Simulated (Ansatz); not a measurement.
Formation energy of the bound charge states of B on the C site (B_C) in 4H silicon carbide (start: the C(k) site; 96-site cell, 2×2×2 shifted sampling) against the Fermi level, Si-rich (Δμ(C) = -0.41 eV, Δμ(B) = -0.023 eV, bounded by B4C (Cm); only phases computed here count, gases as isolated molecules at 0 K). Method: PBE, PAW (plane waves to 420 eV; Ansatz, a quantum-chemistry and plane-wave program).

Cell and caveats: 96-site cell; 2×2×2 shifted k-points; host gap 2.23 eV; charged states image-corrected; energies good to tenths of an eV; flagged in the runs: a host whose relaxation on this sampling wasn't shown to rest.

Left out: charge +1 (carrier in host band states).

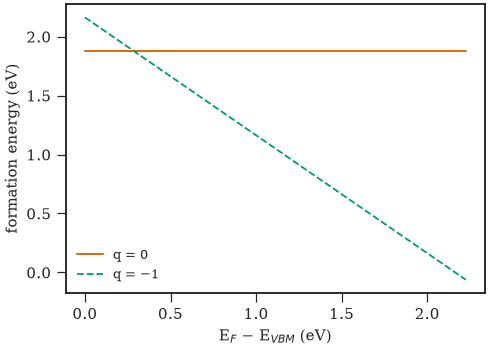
Fig. 1. Formation energy of each charge state against the Fermi level

Crossings of the lowest lines: (0/−1) at 0.28 eV. At the valence-band maximum: q = 0: 1.88 eV; q = −1: 2.16 eV.
